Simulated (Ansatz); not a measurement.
Nudged elastic band, with input and output: HfSiH4OF4

- system: HfSiH4OF4
- method: RKS PBE0-D4/def2-SVP (Ansatz 0.2.0)

One setting was made poor on purpose. It belongs to a series of runs on one base structure; here: band between the two ends. Figures and captions count atoms from 1; the log counts them from 0 in places.

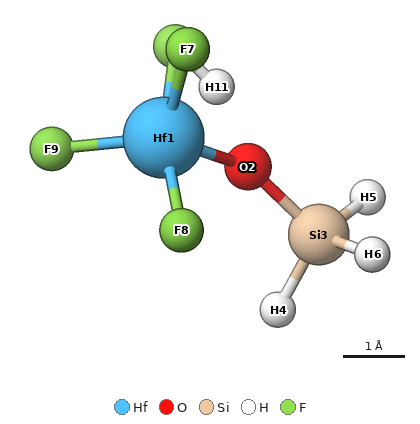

Fig. 1: The starting structure (ball-and-stick view, seen at a tilt; atoms are numbered from 1 in the order of the input). Sticks mark near contacts.

Input:
```yaml
crystal:
  periodic: [false, false, false]
  atoms:
    - { symbol: Hf, position_ang: [0.052865, -0.189172, 0.052476] }
    - { symbol: O, position_ang: [-0.365935, -0.658108, 1.979084] }
    - { symbol: Si, position_ang: [-1.342539, -0.329458, 3.308589] }
    - { symbol: H, position_ang: [-2.711795, -0.863166, 3.060118] }
    - { symbol: H, position_ang: [-0.743437, -1.002497, 4.496905] }
    - { symbol: H, position_ang: [-1.400378, 1.142759, 3.529657] }
    - { symbol: F, position_ang: [1.672998, 0.759242, -0.290753] }
    - { symbol: F, position_ang: [-1.272247, 1.168807, -0.120415] }
    - { symbol: F, position_ang: [-0.458964, -1.437614, -1.296991] }
    - { symbol: F, position_ang: [1.353678, -1.880232, 0.970699] }
    - { symbol: H, position_ang: [0.774655, -1.667562, 1.736132] }
basis:
  gaussian: { orbitals: def2-SVP }
hamiltonian:
  xc: pbe0
  dispersion: d4
neb:
  order_check: false
  images: 7
  f_tol: 0.05
  max_iterations: 60
  initial_path: linear
  final_atoms:
    - { symbol: Hf, position_ang: [0.34689697, -0.27213772, 0.0182104] }
    - { symbol: O, position_ang: [-0.24086819, -1.08891997, 2.10039094] }
    - { symbol: Si, position_ang: [-1.41054479, -0.39592916, 3.16215423] }
    - { symbol: H, position_ang: [-2.68264635, -0.29446928, 2.41245344] }
    - { symbol: H, position_ang: [-1.51999031, -1.37425188, 4.28167313] }
    - { symbol: H, position_ang: [-0.92274439, 0.90925465, 3.67035078] }
    - { symbol: F, position_ang: [0.95854397, 0.71124728, -1.50343952] }
    - { symbol: F, position_ang: [-0.76516569, 1.10124204, 0.81744875] }
    - { symbol: F, position_ang: [-0.63179752, -1.71683991, -0.76600654] }
    - { symbol: F, position_ang: [2.04654515, -0.81735692, 0.74498603] }
    - { symbol: H, position_ang: [0.38067216, -1.71884014, 2.48727934] }
```

Run as:
```bash
ansatz run input.yaml --threads 4 --pin off --max-ram 5120MiB --backend cpu --events-out ev --progress --plain --runs-dir out
```

The program's output:
```
Engine: ansatz 0.2.0, x86_64-unknown-linux-gnu
Functional definition: PBE0
  parameter a = 0.25
  parameter kappa = 0.804
  parameter beta = 0.06672455060314922
  exchange = (1 - a)*pbe_x(kappa = kappa, mu = beta*pi^2/3) + a*exact_x
  correlation = pbe_c(beta = beta)
1422 factors; integrals over basis functions are off by at most 3.5e-4 eV
mean field evaluation 1: about -22135.8271 eV, gradient 7.6e1 eV
mean field evaluation 2: about -22108.0206 eV, gradient 1.5e2 eV
mean field evaluation 4: about -22145.2031 eV, gradient 5.5e0 eV
mean field evaluation 8: about -22145.2976 eV, gradient 8.1e-2 eV
mean field evaluation 16: about -22145.2976 eV, gradient 4.9e-5 eV
mean field -22145.29762273 eV, -813.8246770133 hartree, gradient 4.9e-5 eV, S^2 0.000000; 0 other end points of the search recorded, 0 dependent functions left out
the calculation of the forces begins
reference -22145.29768234 eV, -813.8246792042 hartree; 37, 37 occupied and 103, 103 virtual orbitals, 1422 factors
1423 factors; integrals over basis functions are off by at most 7.9e-4 eV
mean field evaluation 32: about -22145.9312 eV, gradient 6.2e-5 eV
mean field -22145.93116366 eV, -813.8479592133 hartree, gradient 6.2e-5 eV, S^2 0.000000; 0 other end points of the search recorded, 0 dependent functions left out
[... from here on the field's lines of each further geometry are left out, up to the last ...]
NEB iter   1: max|band force component| = 5.266e0 eV/Å  barrier→ = 1.2196 eV  barrier← = 1.8575 eV  Δτ_max = 0.2000 Å  (241 SCF iters)
NEB iter   2: max|band force component| = 2.620e0 eV/Å  barrier→ = 0.0879 eV  barrier← = 0.7258 eV  Δτ_max = 0.2000 Å  (236 SCF iters)
NEB iter   3: max|band force component| = 5.573e0 eV/Å  barrier→ = 0.0549 eV  barrier← = 0.6927 eV  Δτ_max = 0.0977 Å  (219 SCF iters)
NEB iter   4: max|band force component| = 1.299e0 eV/Å  barrier→ = 0.0144 eV  barrier← = 0.6522 eV  Δτ_max = 0.0304 Å  (212 SCF iters)
NEB iter   5: max|band force component| = 8.030e-1 eV/Å  barrier→ = 0.0118 eV  barrier← = 0.6497 eV  Δτ_max = 0.1234 Å  (218 SCF iters)
NEB iter   6: max|band force component| = 1.823e0 eV/Å  barrier→ = 0.0113 eV  barrier← = 0.6491 eV  Δτ_max = 0.0609 Å  (210 SCF iters)
NEB iter   7: max|band force component| = 3.919e-1 eV/Å  barrier→ = 0.0107 eV  barrier← = 0.6486 eV  CI = image 1  Δτ_max = 0.1123 Å  (213 SCF iters)
NEB iter   8: max|band force component| = 1.860e-1 eV/Å  barrier→ = 0.0096 eV  barrier← = 0.6475 eV  CI = image 1  Δτ_max = 0.0793 Å  (207 SCF iters)
NEB iter   9: max|band force component| = 1.592e-1 eV/Å  barrier→ = 0.0094 eV  barrier← = 0.6473 eV  CI = image 1  Δτ_max = 0.1246 Å  (207 SCF iters)
NEB iter  10: max|band force component| = 2.142e-1 eV/Å  barrier→ = 0.0093 eV  barrier← = 0.6471 eV  CI = image 1  Δτ_max = 0.0419 Å  (210 SCF iters)
NEB iter  11: max|band force component| = 1.812e-1 eV/Å  barrier→ = 0.0092 eV  barrier← = 0.6471 eV  CI = image 1  Δτ_max = 0.0618 Å  (208 SCF iters)
NEB iter  12: max|band force component| = 7.031e-2 eV/Å  barrier→ = 0.0092 eV  barrier← = 0.6470 eV  CI = image 1  Δτ_max = 0.0232 Å  (201 SCF iters)
the calculation of the forces begins
reference -22145.91823280 eV, -813.8474840128 hartree; 37, 37 occupied and 103, 103 virtual orbitals, 1423 factors
1422 factors; integrals over basis functions are off by at most 5.4e-4 eV
mean field -22145.28835444 eV, -813.8243364101 hartree, gradient 1.8e-5 eV, S^2 0.000000; 1 other end points of the search recorded, 0 dependent functions left out
the calculation of the forces begins
reference -22145.28841390 eV, -813.8243385951 hartree; 37, 37 occupied and 103, 103 virtual orbitals, 1422 factors
NEB iter  13: max|band force component| = 2.057e-2 eV/Å  barrier→ = 0.0092 eV  barrier← = 0.6470 eV  CI = image 1  Δτ_max = 0.0000 Å  (409 SCF iters)
```

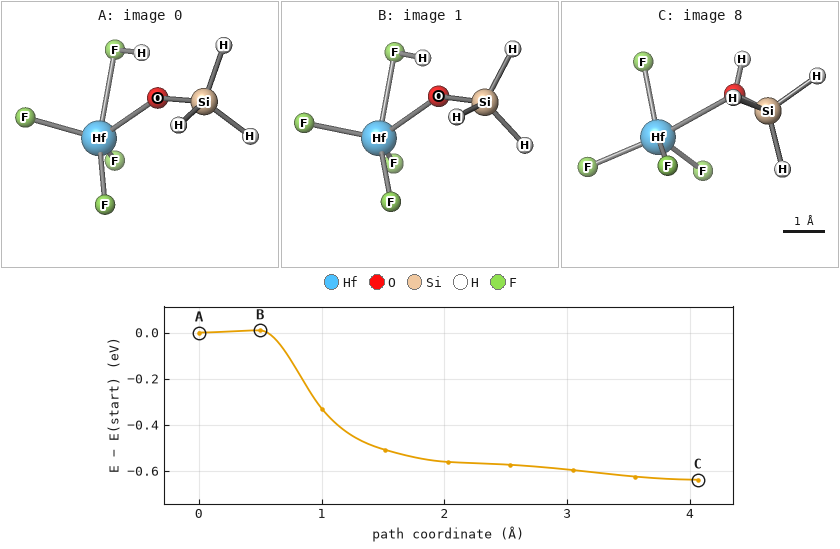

Fig. 2: Images of the last band (counted from 0; ball-and-stick, seen at a tilt) above the energy along the path; the line is a cubic interpolation that uses the forces. The highest image is number 1, 0.009 eV above the start and 0.647 eV above the end (the climbing image); the end lies 0.638 eV below the start. The path is 4.06 Å long. The band converged in 13 iterations.

```
Total energy: -22145.48287402 eV, -813.8314848727 hartree
Atom 0 at     0.107401    -0.261516     0.035424 Å, force    -0.008652    -0.003475     0.000218 eV/Å
Atom 1 at    -0.309423    -0.695127     2.019394 Å, force    -0.001253     0.009300    -0.000908 eV/Å
Atom 2 at    -1.352915    -0.330795     3.293539 Å, force    -0.001547    -0.003107     0.001553 eV/Å
Atom 3 at    -2.742712    -0.699443     2.905480 Å, force    -0.000098     0.002246     0.000019 eV/Å
Atom 4 at    -0.918669    -1.126791     4.475919 Å, force     0.000722     0.001335    -0.000518 eV/Å
Atom 5 at    -1.269373     1.125883     3.590863 Å, force     0.000335     0.000270     0.000135 eV/Å
Atom 6 at     1.615718     0.819277    -0.400319 Å, force     0.002615     0.001400     0.001050 eV/Å
Atom 7 at    -1.327316     0.993452    -0.036133 Å, force    -0.000932     0.000343    -0.001250 eV/Å
Atom 8 at    -0.376599    -1.509341    -1.321541 Å, force     0.000358     0.001324    -0.000669 eV/Å
Atom 9 at     1.402791    -1.771599     1.045665 Å, force     0.020462    -0.002626    -0.011936 eV/Å
Atom 10 at     0.729998    -1.501001     1.817210 Å, force    -0.012010    -0.007009     0.012306 eV/Å
Dipole moment:    -0.136386    -0.125825     0.610430 e Å
this run last wrote the band of iteration 13 to [file]
```

The last band as extended XYZ (Å, eV, eV/Å):
```
11
Properties=species:S:1:pos:R:3:forces:R:3 image=0 energy=-22145.49199
Hf    0.0529   -0.1892    0.0525   -0.0191   0.0152   0.0158
O    -0.3659   -0.6581    1.9791    0.0030  -0.0121   0.0022
Si   -1.3425   -0.3295    3.3086    0.0151  -0.0058  -0.0169
H    -2.7118   -0.8632    3.0601   -0.0039   0.0022  -0.0018
H    -0.7434   -1.0025    4.4969   -0.0026   0.0016  -0.0023
H    -1.4004    1.1428    3.5297    0.0013   0.0038   0.0001
F     1.6730    0.7592   -0.2908    0.0058  -0.0011   0.0016
F    -1.2722    1.1688   -0.1204   -0.0008  -0.0006   0.0002
F    -0.4590   -1.4376   -1.2970    0.0031  -0.0084   0.0001
F     1.3537   -1.8802    0.9707    0.0018  -0.0027  -0.0114
H     0.7747   -1.6676    1.7361   -0.0037   0.0080   0.0123
11
Properties=species:S:1:pos:R:3:forces:R:3 image=1 energy=-22145.48281
Hf    0.1074   -0.2615    0.0354   -0.0087  -0.0035   0.0002
O    -0.3094   -0.6951    2.0194   -0.0013   0.0093  -0.0009
Si   -1.3529   -0.3308    3.2935   -0.0015  -0.0031   0.0016
H    -2.7427   -0.6994    2.9055   -0.0001   0.0022   0.0000
H    -0.9187   -1.1268    4.4759    0.0007   0.0013  -0.0005
H    -1.2694    1.1259    3.5909    0.0003   0.0003   0.0001
F     1.6157    0.8193   -0.4003    0.0026   0.0014   0.0010
F    -1.3273    0.9935   -0.0361   -0.0009   0.0003  -0.0013
F    -0.3766   -1.5093   -1.3215    0.0004   0.0013  -0.0007
F     1.4028   -1.7716    1.0457    0.0205  -0.0026  -0.0119
H     0.7300   -1.5010    1.8172   -0.0120  -0.0070   0.0123
11
Properties=species:S:1:pos:R:3:forces:R:3 image=2 energy=-22145.82545
Hf    0.2475   -0.3463   -0.0256    0.1809  -0.1161  -0.0986
O    -0.2820   -0.7263    2.0649    0.0497  -0.0607   0.0546
Si   -1.3846   -0.3295    3.3107   -0.0202  -0.0031   0.0477
H    -2.7455   -0.7229    2.8678    0.0122  -0.0090  -0.0214
H    -0.9485   -1.1122    4.4962   -0.0099  -0.0027   0.0276
H    -1.2957    1.1311    3.5556    0.0202   0.0000  -0.0184
F     1.6380    0.8713   -0.4826    0.0238   0.0670  -0.1348
F    -1.2594    0.8630    0.0736    0.0958  -0.1558   0.1902
F    -0.3384   -1.5095   -1.4142   -0.0057   0.0328  -0.1483
F     1.4395   -1.6994    0.8947    0.0273   0.0818  -0.2609
H     0.4881   -1.3764    2.0844   -0.3741   0.1657   0.3624
11
Properties=species:S:1:pos:R:3:forces:R:3 image=3 energy=-22146.00015
Hf    0.3129   -0.3833   -0.0291    0.0204  -0.0094  -0.0006
O    -0.2324   -0.7889    2.1130    0.0176  -0.0162   0.0144
Si   -1.4220   -0.3045    3.2588   -0.0130   0.0112  -0.0086
H    -2.7539   -0.7218    2.7602    0.0009   0.0093  -0.0280
H    -1.0531   -1.0450    4.4972   -0.0278   0.0190   0.0009
H    -1.3201    1.1602    3.4571    0.0074   0.0095  -0.0288
F     1.5748    0.9370   -0.5797   -0.0217   0.0174  -0.0351
F    -1.2428    0.7319    0.3116    0.0033  -0.0401   0.0870
F    -0.3193   -1.4344   -1.4898   -0.0089   0.0283  -0.0297
F     1.5588   -1.6777    0.7690    0.0324  -0.0062  -0.0524
H     0.4560   -1.4306    2.3572   -0.0106  -0.0228   0.0808
11
Properties=species:S:1:pos:R:3:forces:R:3 image=4 energy=-22146.05277
Hf    0.3401   -0.3961    0.0243   -0.0129   0.0091   0.0196
O    -0.1525   -0.8831    2.1640    0.0173  -0.0091   0.0043
Si   -1.4420   -0.2903    3.1550   -0.0054  -0.0091  -0.0127
H    -2.7342   -0.6984    2.5589    0.0027   0.0059  -0.0141
H    -1.2187   -0.9933    4.4512   -0.0070   0.0093  -0.0065
H    -1.2976    1.1729    3.3284    0.0105   0.0038  -0.0193
F     1.4680    1.0210   -0.5746   -0.0113   0.0112  -0.0036
F    -1.2428    0.6332    0.5451    0.0040  -0.0043   0.0164
F    -0.3536   -1.3936   -1.4461   -0.0088   0.0012  -0.0012
F     1.6968   -1.6276    0.6888    0.0041  -0.0024  -0.0056
H     0.4953   -1.5017    2.5306    0.0070  -0.0156   0.0228
11
Properties=species:S:1:pos:R:3:forces:R:3 image=5 energy=-22146.06515
Hf    0.3840   -0.3646    0.0577   -0.0065   0.0082  -0.0031
O    -0.1920   -0.9760    2.1512    0.0092  -0.0077  -0.0048
Si   -1.4874   -0.3314    3.1038    0.0069   0.0152   0.0132
H    -2.7676   -0.6390    2.4290   -0.0027  -0.0011  -0.0075
H    -1.3698   -1.0881    4.3842   -0.0083  -0.0075  -0.0135
H    -1.2637    1.1121    3.3485    0.0046  -0.0057  -0.0026
F     1.4080    1.0313   -0.7467   -0.0028  -0.0009  -0.0141
F    -1.1263    0.7391    0.6389    0.0039   0.0074   0.0019
F    -0.3609   -1.4959   -1.2851   -0.0073  -0.0062   0.0113
F     1.8669   -1.3946    0.7788    0.0075   0.0143   0.0115
H     0.4676   -1.5500    2.5652   -0.0045  -0.0159   0.0076
11
Properties=species:S:1:pos:R:3:forces:R:3 image=6 energy=-22146.08790
Hf    0.4325   -0.3182    0.0796   -0.0039   0.0088   0.0017
O    -0.2499   -1.0475    2.1252    0.0072  -0.0066  -0.0005
Si   -1.5322   -0.3813    3.0768    0.0090  -0.0054  -0.0027
H    -2.7962   -0.5802    2.3341   -0.0067   0.0074  -0.0060
H    -1.5070   -1.2056    4.3194   -0.0087  -0.0058  -0.0074
H    -1.2441    1.0355    3.4023    0.0049  -0.0123   0.0088
F     1.3807    0.9892   -0.9410   -0.0065  -0.0079  -0.0268
F    -0.9979    0.8638    0.6847    0.0145   0.0184   0.0008
F    -0.3288   -1.5836   -1.1290   -0.0057  -0.0113   0.0172
F     1.9810   -1.1402    0.9096    0.0072   0.0236   0.0136
H     0.4210   -1.5890    2.5638   -0.0112  -0.0090   0.0015
11
Properties=species:S:1:pos:R:3:forces:R:3 image=7 energy=-22146.11641
Hf    0.4850   -0.2650    0.1033   -0.0008   0.0008  -0.0009
O    -0.2885   -1.0914    2.1049    0.0049  -0.0014   0.0055
Si   -1.5756   -0.4315    3.0484    0.0009  -0.0030  -0.0090
H    -2.8057   -0.5140    2.2299   -0.0042   0.0081  -0.0042
H    -1.6540   -1.3309    4.2346   -0.0090  -0.0052  -0.0042
H    -1.2409    0.9481    3.4762    0.0023  -0.0113   0.0113
F     1.3573    0.9050   -1.1314   -0.0073  -0.0102  -0.0215
F    -0.8595    0.9910    0.7298    0.0114   0.0180   0.0012
F    -0.2948   -1.6460   -0.9617   -0.0027  -0.0057   0.0182
F     2.0626   -0.8975    1.0258    0.0046   0.0204   0.0088
H     0.3730   -1.6248    2.5658    0.0000  -0.0106  -0.0053
11
Properties=species:S:1:pos:R:3:forces:R:3 image=8 energy=-22146.12984
Hf    0.5408   -0.2143    0.1352    0.0023  -0.0022  -0.0046
O    -0.2825   -1.0893    2.1112    0.0015   0.0023   0.0047
Si   -1.6141   -0.4654    3.0129    0.0054  -0.0008   0.0039
H    -2.7777   -0.4079    2.1001   -0.0007  -0.0001  -0.0028
H    -1.8277   -1.4654    4.0978   -0.0022   0.0011  -0.0035
H    -1.2588    0.8516    3.5951    0.0000  -0.0023  -0.0022
F     1.3051    0.8192   -1.2805   -0.0015  -0.0029   0.0027
F    -0.7297    1.0960    0.7913   -0.0042   0.0060   0.0024
F    -0.2572   -1.6878   -0.7878   -0.0012  -0.0005  -0.0019
F     2.1510   -0.6960    1.0784    0.0005   0.0011   0.0000
H     0.3098   -1.6975    2.5718    0.0002  -0.0016   0.0015
```

Key numbers:

| quantity | value |
| --- | --- |
| outcome | converged |
| barrier, forward | 0.009 eV |
| barrier, backward | 0.647 eV |
| hardware | 4 threads of Intel Xeon (Sapphire Rapids), 16 GiB of memory available, shared host |
| wall time | 4.1 min (CPU time 15 min) |
| peak memory | 0.44 GiB |

A deliberately poor setting: straight start. The order of the saddle point was not checked.
